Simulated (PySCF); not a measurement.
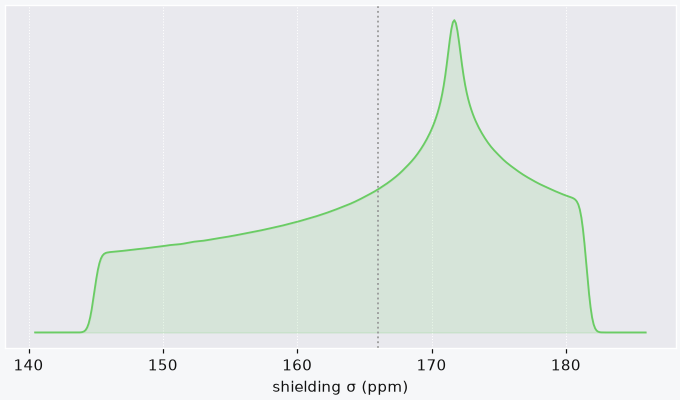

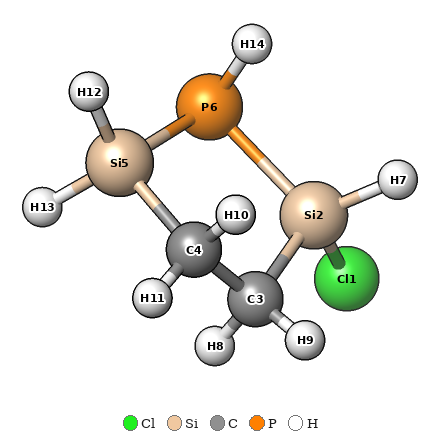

Static powder pattern (¹³C) from GIAO shielding tensors of C₂H₈ClPSi₂, SMILES Cl[Si@@H]1CC[SiH2]P1, PBE0/pcSseg-1 with PySCF, at a GFN2-xTB geometry (no frequency check); absolute shielding, one fixed geometry of the isolated molecule without any motion, no dipolar terms. The dotted line is the isotropic value; skew is 3(σiso − σ22)/span.

Q: The pattern belongs to C3. Give the principal values, span and skew.

A: C3: σ11, σ22, σ33 = 145, 172, 182 ppm, isotropic 166, span 37 ppm, skew −0.46.

Known limits of this run: the tight-binding geometry is rougher than a DFT one and adds to the error; one conformer of a flexible molecule.
